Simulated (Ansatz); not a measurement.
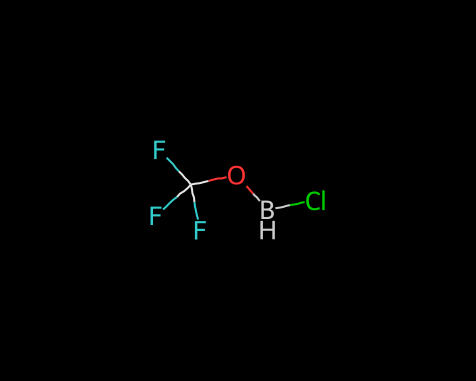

Figure made from data computed with Ansatz.

> Write the SMILES.

FC(F)(F)OBCl

> Give the formula, hydrogens included.

CHBClF3O.

> An optimisation with PBE0-D4/def2-TZVP gave a structure of which point group?

Cs. Other conformers may differ.
